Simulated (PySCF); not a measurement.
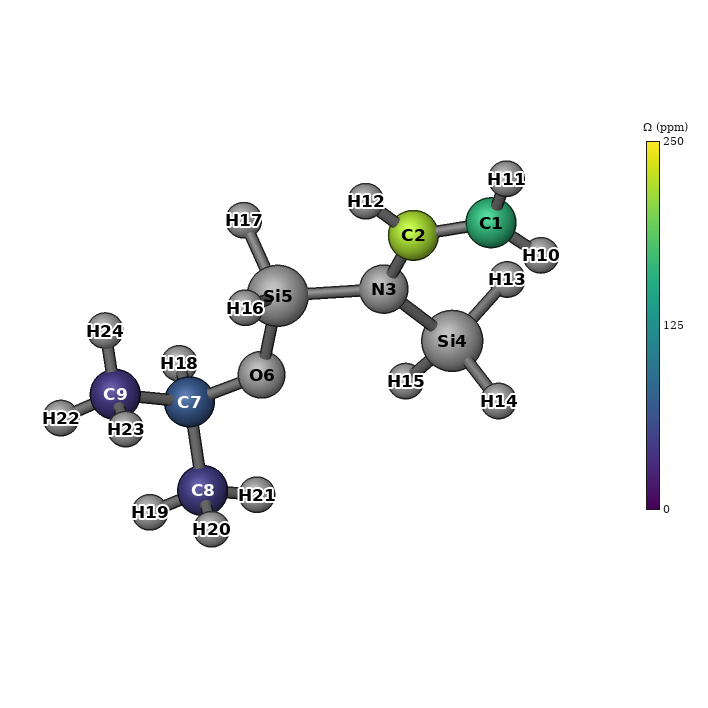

The C atoms are coloured by the span of their shielding tensor. Computed geometry: GFN2-xTB optimisation. No frequency run is at hand to confirm it as a minimum. Method: GIAO PBE0/pcSseg-1 NMR shielding, non-relativistic, gas phase (PySCF 2.14.0). Principal shieldings σ11 ≤ σ22 ≤ σ33, span Ω = σ33 − σ11, skew κ = 3(σiso − σ22)/Ω.

Which C atom has the most anisotropic shielding?

Answer. C2, with a span of 218 ppm.

Give the shielding tensors of the C atoms.

```csv
atom,σ11,σ22,σ33,σiso,Ω,κ
C1,2.3,109.7,166.8,92.9,164.5,−0.31
C2,−70.9,56.8,146.9,44.3,217.8,−0.17
C7,89.6,104.8,158.1,117.5,68.6,0.55
C8,140.4,151.2,185.9,159.2,45.5,0.53
C9,143.9,150.2,185.3,159.8,41.4,0.70
```

Shieldings and span in ppm.

The geometry is semi-empirical. Around Si such bond lengths and angles can be off by a tenth of an ångström or more and by several degrees, and values that hang on the shape move with them.
